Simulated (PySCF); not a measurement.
The calculation's input:

```
mol = gto.M(atom='''
Pb     0.60744     0.00000     0.04140
B     -0.16977     0.00000     2.30088
H     -1.59434     0.00000     2.54635
H      0.10843     1.07783     2.73843
H     -1.49269     0.00000     1.72484
H      0.10843    -1.07783     2.73843
B     -0.75386     0.00000    -2.00904
H     -0.30733     0.00000    -3.13264
H     -0.21095    -1.08619    -1.53918
H     -1.91377     0.00000    -1.68005
H     -0.21095     1.08619    -1.53918
B      3.02883     0.00000    -0.43059
H      3.68397     0.00000     0.58054
H      2.31473    -1.09224    -0.38117
H      3.40490     0.00000    -1.57784
H      2.31473     1.09224    -0.38117''',
    basis={'Pb': 'def2-SVP', 'B': 'def2-SVP', 'H': 'def2-SVP'},
    ecp={'Pb': 'def2-SVP'},
    charge=1, spin=0)
mf = dft.RKS(mol, xc='TPSS')
mf.grids.atom_grid = (75, 302)  # f atoms: at least (60, 302), unpruned
mf = mf.density_fit()  # Pb def2-universal-JKFIT, B def2-universal-JKFIT, H def2-universal-JKFIT
mf.conv_tol = 1e-09; mf.max_cycle = 55
mf.kernel(dm0)
```

Launched as:

```sh
OMP_NUM_THREADS=2 python run.py
```

Core potentials replace the inner electrons of Pb.

The calculation used RKS TPSS, Pb def2-SVP with ECP60, B def2-SVP, H def2-SVP; non-relativistic Hamiltonian with scalar-relativistic core potentials where named; density fitting in PySCF 2.14.0.

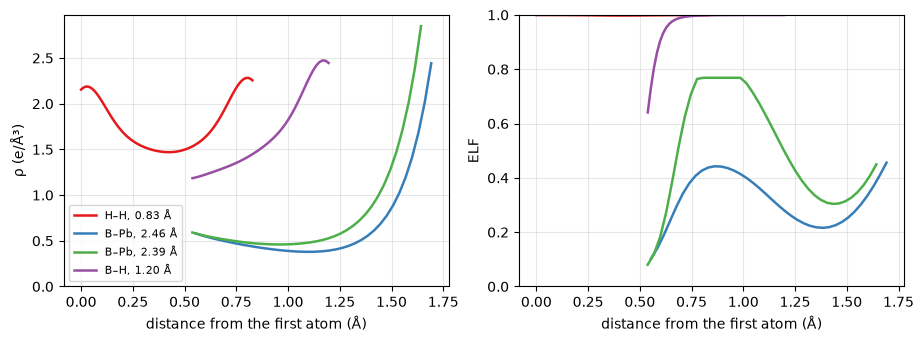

B$_{3}$H$_{12}$Pb (charge +1). Electron density and electron localisation function along straight lines between neighbouring atoms. The curves leave out the atomic cores.

**Compare the contacts.**

H3···H5 (0.83 Å): the density falls to about 1.5 e/Å³ on the way; the ELF is about 1 at the midpoint.
B–Pb (2.46 Å): the density is about 0.41 e/Å³ at the midpoint; the ELF is about 0.25 at the midpoint.
B–Pb (2.39 Å): the density is about 0.53 e/Å³ at the midpoint, with its minimum of 0.46 e/Å³ about 1.0 Å from B; the ELF peaks at about 0.75 in the valence shell of B, 0.8 Å from its nucleus, and is about 0.50 at the midpoint.
B–H (1.20 Å): ρ is about 1.2 e/Å³ halfway; the ELF climbs to about 1 towards the hydrogen, as it does in any bond to H (an ordinary covalent bond to hydrogen).
